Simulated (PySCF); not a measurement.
# CH₄OSi (SMILES O[C][SiH3]): what the fields show

Input file:

```
{"job": {"kind": "nmr", "xc": "PBE0", "basis": "pcSseg-2"}, "charge": 0, "multiplicity": 1}
C      0.932824     0.113073    -0.531170
Si    -0.931100     0.032037    -0.069415
O      1.705491    -0.167088     0.476640
H     -1.521502    -0.958575    -1.021157
H     -1.468361     1.387502    -0.400612
H     -1.319287    -0.330445     1.335830
H      2.632879    -0.110593     0.187316
```

Run with:

```sh
OMP_NUM_THREADS=1 python cluster_run.py task.json out
```

Geometry: PBE0-D3(BJ)/def2-SVP.

All numbers below come from PBE0/pcSseg-2, SCF density, gas phase, non-relativistic in PySCF.

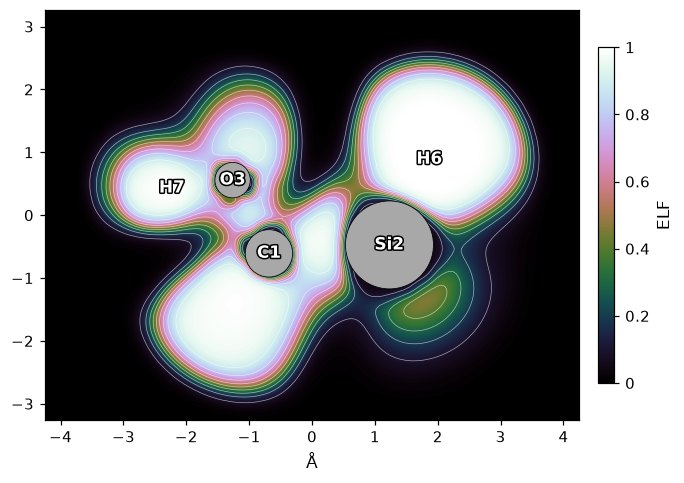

Figure 1. Electron localisation function on the plane of atoms Si2, C1 and O3. Grey discs cover the atomic cores.

Interpret the plot.

Answer.
- Atoms in the plane: C, Si, O and H.
- C–O (1.30 Å): the ELF peaks at about 0.90 between the atoms (a short, strongly polar bond).
- C–Si (1.92 Å): the ELF peaks at about 1 between the atoms (a covalent bond).
- O–H (0.97 Å): the ELF climbs to about 1 towards the hydrogen, as it does in any bond to H; an ordinary covalent bond to hydrogen.
- Si–H (1.50 Å): the ELF climbs to about 1 towards the hydrogen.
- The ELF also peaks beside C1 and O3, away from the bonds: lone-pair regions.

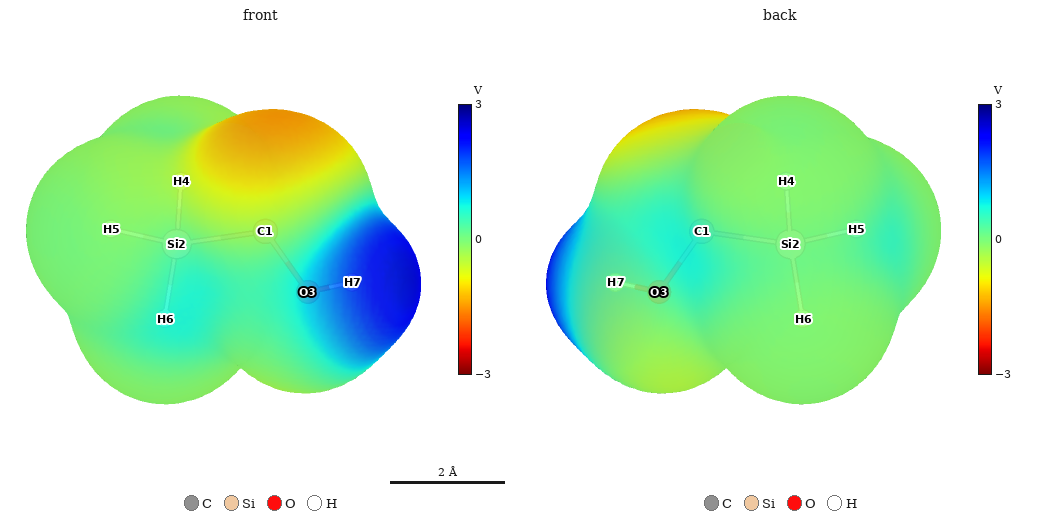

Figure 2. The electrostatic potential painted on the density surface at 0.001 e/bohr³, seen from the front and from behind; red is negative and blue positive.

Describe the electrostatic potential map.

Answer. The most negative region (about −1.5 V) lies over C1, the most positive (about +2.5 V) over H7.

What dipole moment does the calculation give?

Answer. Its dipole moment is 1.82 D.
